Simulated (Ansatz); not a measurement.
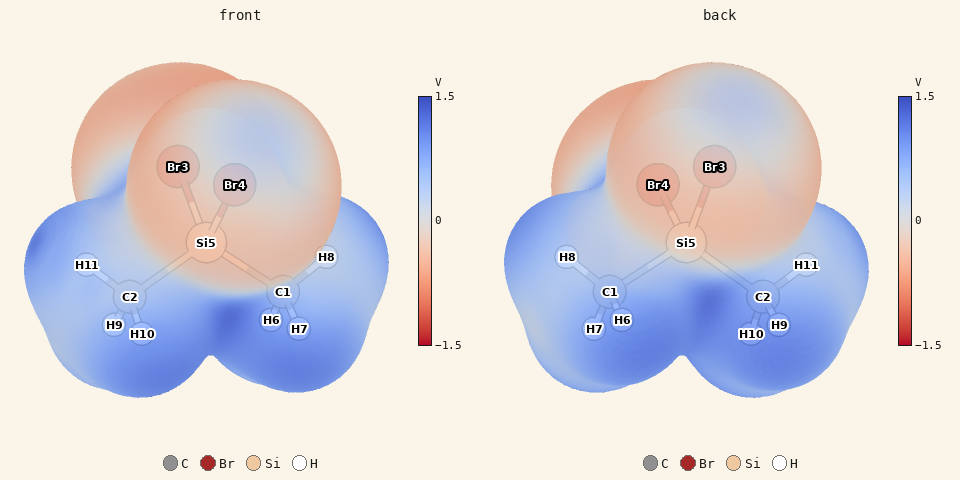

Figure. C2H6Br2Si (SMILES C[Si](C)(Br)Br). The electrostatic potential painted on the density surface at 0.002 e/bohr³, seen from the front and from behind; the colour scale runs from red (negative) to blue (positive).

Geometry: B3LYP-D3(BJ)/def2-SVP.

Method: Ansatz, isolated molecule in a Gaussian basis; Kohn-Sham density functional theory, functional PBE0.

```xyz
11

C     0.3951   -3.2450    0.9106
C    -0.9427   -0.4176    1.1338
Br    1.3674   -0.8759   -1.2440
Br    2.1645   -0.7801    2.3220
Si    0.6154   -1.3939    0.8114
H    -0.3467   -3.5775    0.1670
H     0.0467   -3.5308    1.9159
H     1.3472   -3.7580    0.7101
H    -1.7152   -0.6838    0.3947
H    -1.3237   -0.6366    2.1441
H    -0.7438    0.6617    1.0601
```

**Describe the electrostatic potential map.**

The most negative region (about −0.6 V) lies over Br3 and Br4, the most positive (about +1.2 V) over Si5. Br3 shows a σ-hole: about +0.3 V at the tip opposite its bond, against about −0.5 V on its flanks. Br4 shows a σ-hole: about +0.3 V at the tip opposite its bond, against about −0.5 V on its flanks.

**What dipole moment does the calculation give?**

Its dipole moment is 2.55 D.
